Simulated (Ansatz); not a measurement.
```xyz
7

Hf    0.0463    0.0377    0.7475
F     1.6142   -0.8695    1.3445
N     0.0652   -0.1533   -1.2537
H     0.7861   -0.6292   -1.7966
Cl    0.0771    2.3460    1.2833
Cl   -1.9489   -0.9402    1.5713
H    -0.6402    0.2085   -1.8964
```

Core potentials replace the inner electrons of Hf.

These are results of UKS B3LYP-D4/def2-SVP (Ansatz 0.2.0), not measurements.

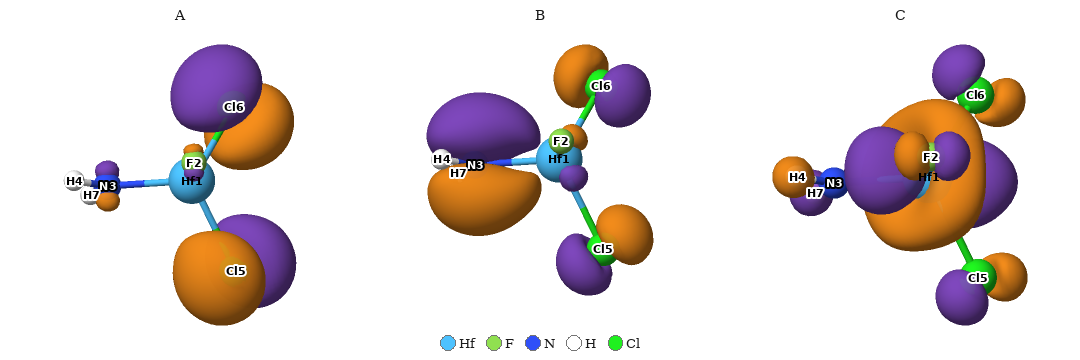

Cl2FH2HfN. Three frontier orbitals at ±0.1 Å⁻³ᐟ² (orange and purple are the two phases), in no order.

Question: Which picture is the HOMO−1, the HOMO and the LUMO?

Answer: A is the HOMO−1 (−8.87 eV). Its weight (Hirshfeld) is mainly on Cl5 (about 45 %) and Cl6 (about 45 %); largely a combination of lone pairs on Cl5 and Cl6. B is the HOMO (−7.92 eV). By Hirshfeld shares it lies mainly on N3 (about 60 %), Hf1 (about 10 %), Cl5 (about 10 %) and Cl6 (about 10 %). C is the LUMO (−1.53 eV). By Hirshfeld shares it lies mainly on Hf1 (about 70 %), Cl5 (about 5 %) and Cl6 (about 5 %).

Question: What is the HOMO–LUMO gap?

Answer: 6.39 eV between the orbital energies.
